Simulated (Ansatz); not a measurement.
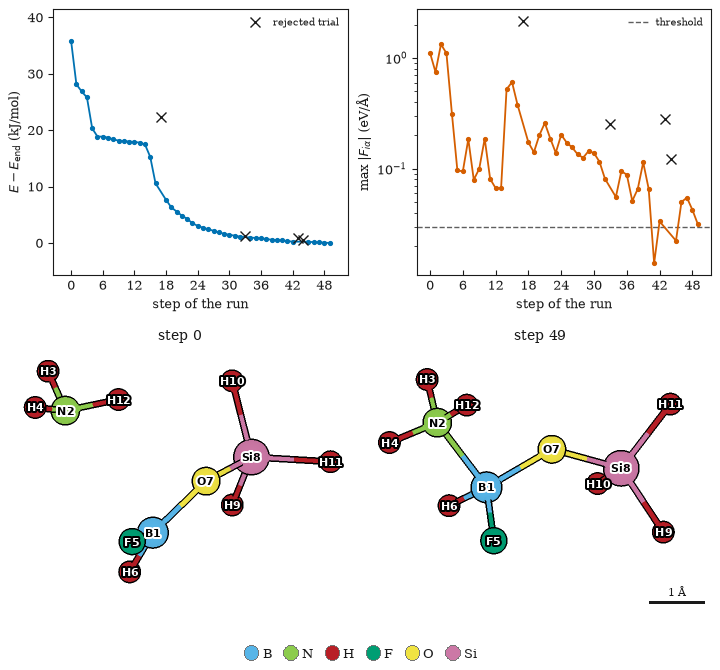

First and last geometry of a relaxation of BSiNH7OF, with the history of the run. The picture is a ball-and-stick view, seen at a tilt.

The run prepares an end point of a later path (reaction) calculation, from a guessed geometry.

Theory: RHF/6-31G* (Ansatz 0.2.0).

The input:
```yaml
crystal:
  periodic: [false, false, false]
  atoms:
    - { symbol: B, position_ang: [-0.068183, 0.458154, -0.419156] }
    - { symbol: "N", position_ang: [-0.036449, -0.070394, 2.275822] }
    - { symbol: H, position_ang: [-0.626488, -0.084202, 3.086651] }
    - { symbol: H, position_ang: [0.83159, -0.508049, 2.520631] }
    - { symbol: F, position_ang: [1.199865, 0.10473, -0.464147] }
    - { symbol: H, position_ang: [-0.896083, -0.263208, -0.859408] }
    - { symbol: O, position_ang: [-0.352473, 1.721328, 0.043419] }
    - { symbol: Si, position_ang: [-1.746267, 2.59662, 0.158369] }
    - { symbol: H, position_ang: [-2.872646, 1.861238, -0.443699] }
    - { symbol: H, position_ang: [-2.028206, 2.841861, 1.584536] }
    - { symbol: H, position_ang: [-1.566996, 3.884482, -0.529358] }
    - { symbol: H, position_ang: [0.164135, 0.909141, 2.04584] }
basis:
  gaussian: { orbitals: "6-31G*" }
hamiltonian:
  xc: hf
relax:
  f_tol: 0.03
  max_steps: 50
```

Launched with:
```bash
ansatz run input.yaml --threads 1 --pin off --max-ram 2048MiB --backend cpu --events-out ev --progress --plain --runs-dir out
```

**What do the curves and the structures tell?**

The relaxation stopped without meeting its thresholds, so the last structure isn't shown to be converged. It used up its limit of 50 steps. H10 moves most after the best rigid fit: 2.19 Å. By element the largest moves are H 2.19 Å, B 1.04 Å, O 0.79 Å, F 0.70 Å, N 0.60 Å, Si 0.28 Å. Near-neighbour distances that change, for instance: B1–N2 2.747 → 1.694 Å, B1–F5 1.317 → 1.378 Å, B1–O7 1.375 → 1.415 Å, B1–H6 1.183 → 1.209 Å. New bonds form, among them: B1–N2 (2.75 → 1.69 Å). Among the angles between lasting bonds that change: H6–B1–O7 122.7° → 116.5°, F5–B1–H6 119.8° → 113.8°, O7–Si8–H10 108.5° → 111.5°. Groups turn about O7–Si8 by about 60°. After 45 accepted moves (49 points after the start) the energy has fallen by 35.8 kJ/mol. Largest force component: 1.1 eV/Å at the start, 0.031 eV/Å at the end. The line search rejected the trial steps at points 17, 33, 43, 44 of the run. The forces were under the threshold at step 41, but the run went on from there. The run took 2.5 min on 1 thread of Arm Neoverse V1, with other jobs on the host, peak memory 0.17 GiB.

Limits of the set-up: the start holds two separate molecules, 2.2 Å apart at their closest, whose relative position is a soft coordinate and is computed without a dispersion correction; Hartree-Fock leaves out electron correlation.
